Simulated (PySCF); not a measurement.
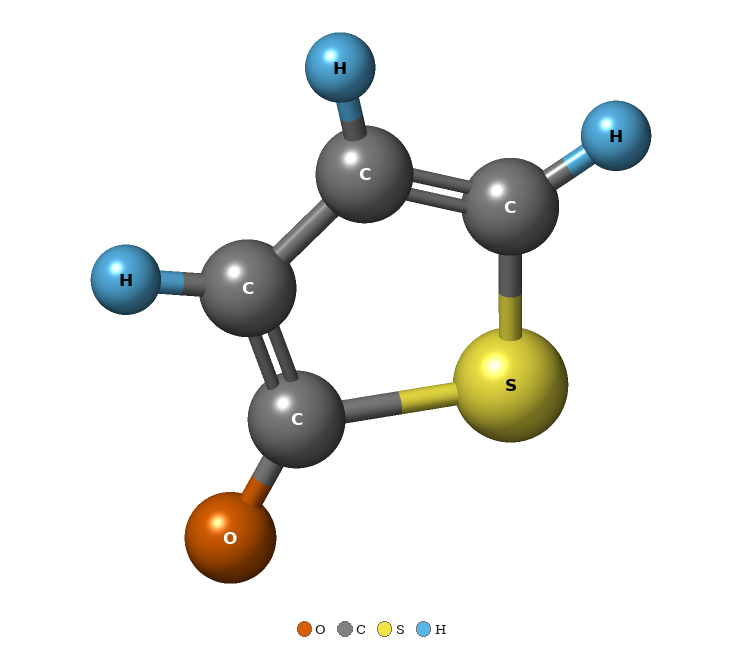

The picture shows a molecular structure as a ball-and-stick model.

State: charge −1, singlet. Computed geometry: PBE0-D3(BJ)/def2-SVP optimisation. No frequency run is at hand to confirm it as a minimum.

**Which formula does it have?**

C₄H₃OS⁻, 9 atoms: 4 carbon, 3 hydrogen, 1 oxygen and 1 sulfur.

**Give a SMILES string for it.**

[O-]c1cccs1

The parts below concern this one geometry. Atoms keep their numbers from picture to picture.

### Symmetry

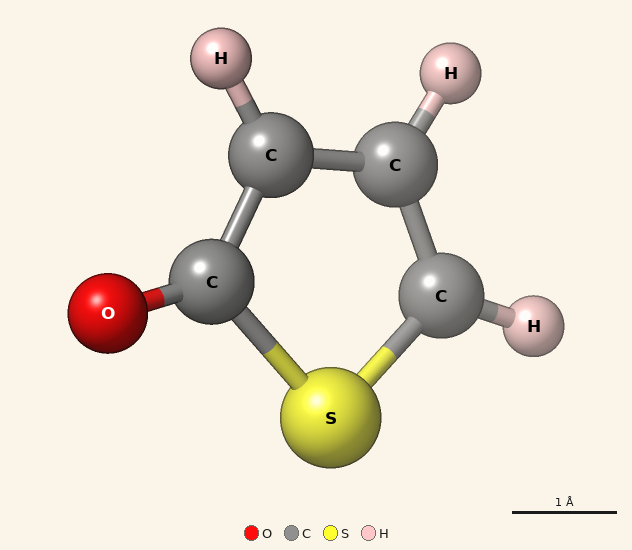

Atoms fade into the background with distance from the viewer. No frequency run is at hand to confirm it as a minimum. Masses are those of the most abundant isotopes; constants are for the rigid equilibrium geometry.

**Classify the rotor and give the rotational constants (cm⁻¹).**

An asymmetric top (Cs): A = 0.174, B = 0.112, C = 0.0679 cm⁻¹. Ray's parameter κ is −0.18, midway between the limits.

### NMR shielding

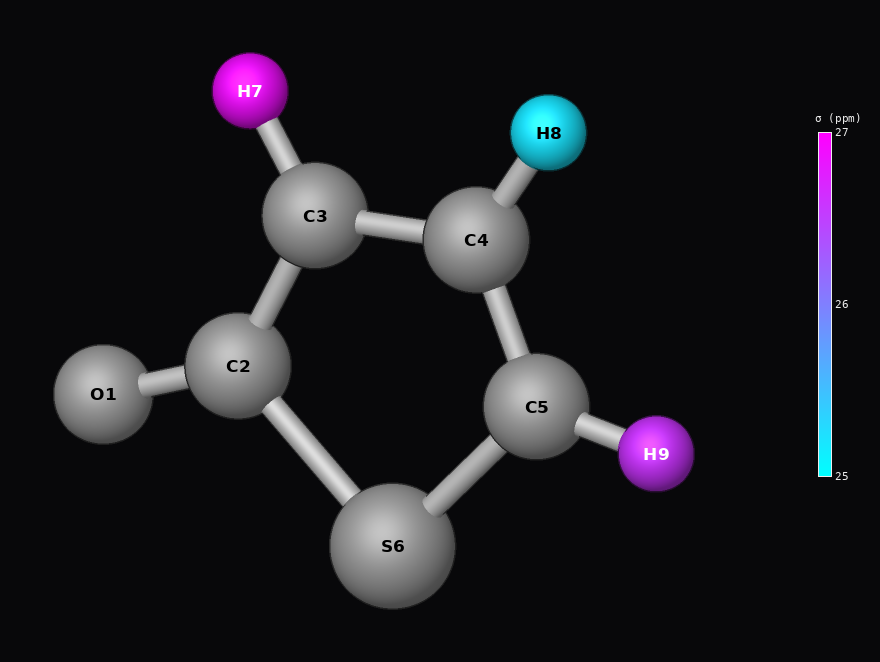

Atoms are coloured by their isotropic NMR shieldings (H only, the others grey). No frequency run is at hand to confirm it as a minimum. Method: GIAO B97-2/pcSseg-2 NMR shielding, non-relativistic, gas phase (PySCF 2.14.0).

List the isotropic NMR shieldings of the H atoms.

```
atom  σ (ppm)
  H7    26.89
  H8    25.21
  H9    26.59
```

### Bond orders

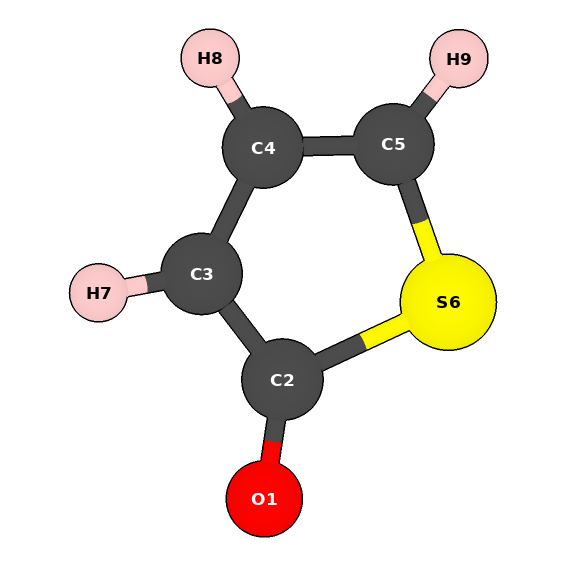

Every bond is drawn as one stick. No frequency run is at hand to confirm it as a minimum. Computed with PBE0/pcSseg-1 (PySCF 2.14.0).

**Which bond has the highest Mayer bond order?**

O1–C2, 1.78, at a length of 1.228 Å.

List the Mayer bond orders of O1–C2, C2–C3, C2–S6, C3–C4, C3–H7, C4–C5, C4–H8, C5–S6, C5–H9.

| bond | Mayer order | length (Å) |
| --- | --- | --- |
| O1–C2 | 1.78 | 1.228 |
| C2–C3 | 1.34 | 1.411 |
| C2–S6 | 0.91 | 1.882 |
| C3–C4 | 1.26 | 1.419 |
| C3–H7 | 0.97 | 1.093 |
| C4–C5 | 1.57 | 1.371 |
| C4–H8 | 0.98 | 1.096 |
| C5–S6 | 1.05 | 1.744 |
| C5–H9 | 0.97 | 1.090 |

### Charges

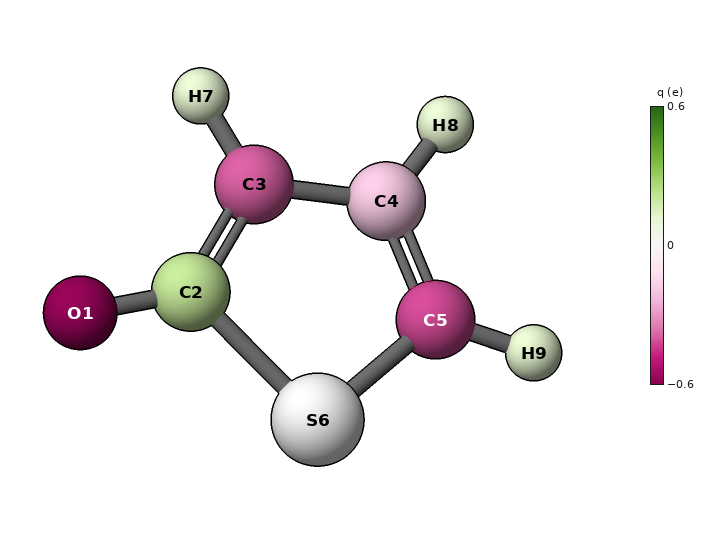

Atoms are coloured by their IAO charges. No frequency run is at hand to confirm it as a minimum. Method: PBE0/pcSseg-1, gas phase (PySCF 2.14.0).

**Which atom carries the highest charge (most positive or least negative)?**

C2 (0.21 e).

**And the lowest?**

O1 (−0.58 e).

Give the IAO charges atom by atom.

| atom | value (e) |
| --- | --- |
| O1 | −0.58 |
| C2 | 0.21 |
| C3 | −0.39 |
| C4 | −0.19 |
| C5 | −0.41 |
| S6 | 0.01 |
| H7 | 0.12 |
| H8 | 0.11 |
| H9 | 0.12 |
